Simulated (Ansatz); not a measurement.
# UHF/STO-3G run of CH4ClGe (SMILES [CH3][GeH][Cl])

Aim: the electronic atomisation energy of CH4ClGe at UHF/STO-3G, from 5 runs. 

The results are computed with Ansatz 0.2.0.

68 further runs of the same task are left out: 68 set aside as unsound or not needed.

**1. The system as given**

CH4ClGe has 7 atoms, charge 0, and is taken as a doublet. As SMILES, `[CH3][GeH][Cl]`. The shape is that of a PBE0-D4/def2-TZVP optimisation.

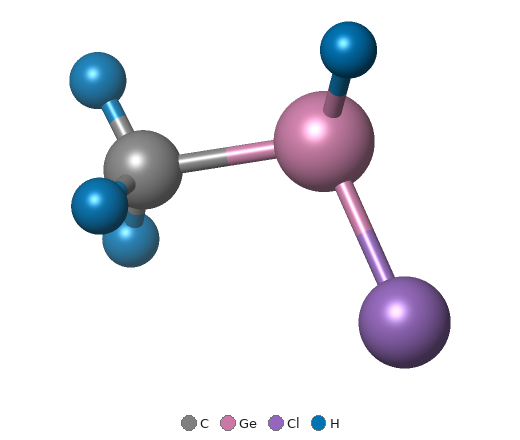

The structure, seen from a chosen angle (carbon grey, germanium pink, chlorine purple, hydrogen blue).

**2. A single-point energy at UHF/STO-3G**

run.yaml

```yaml
crystal:
  periodic: [false, false, false]
  atoms:
    - {symbol: C, position_ang: [-0.733100, 0.438400, -0.261900]}
    - {symbol: Ge, position_ang: [0.705400, -0.885500, -0.183100]}
    - {symbol: Cl, position_ang: [1.017000, -1.361700, 1.909500]}
    - {symbol: H, position_ang: [-0.433400, 1.314500, 0.317300]}
    - {symbol: H, position_ang: [-1.646200, 0.021400, 0.160800]}
    - {symbol: H, position_ang: [-0.909900, 0.729400, -1.298200]}
    - {symbol: H, position_ang: [2.061400, -0.324500, -0.690100]}
basis:
  gaussian:
    orbitals: STO-3G
magnetization:
  spin_polarized: true
  initial_magnetization: 1
hamiltonian:
  xc: hf
accuracy: high
output:
  orbitals: {seedname: orbitals}
```

Command:

```bash
$ ansatz run run.yaml --threads 1 --pin off --max-ram 3480MiB --events-out events.jsonl --progress --plain --runs-dir runs
```

What it wrote:

```text
Warning: RAYON_NUM_THREADS=1 ignored (pool sized by the plan → 1); use --threads N
Functional definition: HF
  name "HF"
  exchange = exact_x
  correlation = 0
596 factors; integrals over basis functions are off by at most 6.3e-9 eV
mean field evaluation 1: about -69281.8024 eV, gradient 8.6e0 eV
mean field evaluation 2: about -69281.8817 eV, gradient 8.6e0 eV
mean field evaluation 4: about -69282.9320 eV, gradient 8.5e-1 eV
mean field evaluation 8: about -69282.9508 eV, gradient 1.1e-2 eV
mean field -69282.95079845 eV, -2546.1014801722 hartree, gradient 6.3e-8 eV, S^2 0.751348; 0 other end points of the search recorded, 0 dependent functions left out
reference -69282.95079845 eV, -2546.1014801722 hartree; 30, 29 occupied and 6, 7 virtual orbitals, 596 factors
Total energy: -69282.95079845 eV, -2546.1014801722 hartree
```

It took 0.5 s on 1 thread of Arm Neoverse V1, shared host; peak memory 0.099 GiB.

**3. The C atom**

in.yaml

```yaml
crystal:
  periodic: [false, false, false]
  atoms:
    - symbol: C
      position_ang: [0.000000, 0.000000, 0.000000]
basis:
  gaussian: {orbitals: STO-3G}
magnetization: {spin_polarized: true, initial_magnetization: 2}
hamiltonian: {xc: hf}
accuracy: high
```

Command:

```bash
$ ansatz run in.yaml --threads 1 --pin off --max-ram 3480MiB --events-out events.jsonl --progress --plain --runs-dir runs
```

What it wrote:

```text
Warning: RAYON_NUM_THREADS=1 ignored (pool sized by the plan → 1); use --threads N
Functional definition: HF
  name "HF"
  exchange = exact_x
  correlation = 0
15 factors; integrals over basis functions are off by at most 9.8e-10 eV
mean field evaluation 1: about -1012.2198 eV, gradient 0.0e0 eV
mean field evaluation 2: about -1012.2198 eV, gradient 0.0e0 eV
mean field -1012.21982732 eV, -37.1983925466 hartree, gradient 0.0e0 eV, S^2 2.000000; 2 other end points of the search recorded, 0 dependent functions left out
reference -1012.21982732 eV, -37.1983925466 hartree; 4, 2 occupied and 1, 3 virtual orbitals, 15 factors
Total energy: -1012.21982732 eV, -37.1983925466 hartree
```

Wall time 0.04 s (1 thread of Arm Neoverse V1, shared host).

**4. The Cl atom at the same level**

in.yaml

```yaml
crystal:
  periodic: [false, false, false]
  atoms:
    - {symbol: Cl, position_ang: [0.000000, 0.000000, 0.000000]}
basis:
  gaussian:
    orbitals: STO-3G
magnetization:
  spin_polarized: true
  initial_magnetization: 1
hamiltonian:
  xc: hf
accuracy: high
```

Run the same way, it converges to -454.54219 Eh (log not shown).

**5. The Ge atom, same level**

job.yaml

```yaml
crystal:
  periodic: [false, false, false]
  atoms:
    - {symbol: Ge, position_ang: [0.000000, 0.000000, 0.000000]}
basis:
  gaussian: {orbitals: STO-3G}
magnetization: {spin_polarized: true, initial_magnetization: 2}
hamiltonian: {xc: hf}
accuracy: high
```

Run the same way, it converges to -2051.63626 Eh (log not shown).

**6. The H atom**

job.yaml

```yaml
basis:
  gaussian: {orbitals: STO-3G}
crystal:
  periodic: [false, false, false]
  atoms:
    - {symbol: H, position_ang: [0.000000, 0.000000, 0.000000]}
total_charge: 0
magnetization: {spin_polarized: true, initial_magnetization: 1}
hamiltonian: {xc: hf}
accuracy: high
```

Run the same way, it converges to -0.46658 Eh (log not shown).

**7. Results**

At UHF/STO-3G:

| quantity | value |
| --- | --- |
| molecule: total energy | -2546.10148 Eh |
| molecule: HOMO energy (highest over α and β) | -7.15 eV |
| molecule: LUMO energy (lowest over α and β) | 4.08 eV |
| molecule: ⟨S²⟩ | 0.751 |
| C atom: total energy | -37.19839 Eh |
| C atom: ⟨S²⟩ | 2.000 |
| Cl atom: total energy | -454.54219 Eh |
| Cl atom: ⟨S²⟩ | 0.750 |
| Ge atom: total energy | -2051.63626 Eh |
| Ge atom: ⟨S²⟩ | 2.000 |
| H atom: total energy | -0.46658 Eh |
| H atom: ⟨S²⟩ | 0.750 |
| electronic atomisation energy | 23.356 eV |

**Reading.** Taking the molecule apart into free atoms costs 23.36 eV (539 kcal/mol), before zero-point energy and without spin-orbit coupling. Hartree–Fock lacks the correlation of the bonding pairs, which as a rule makes this value much too low; in minimal bases other errors can mask that. In a minimal basis such a difference can be off by several eV, whatever the method.
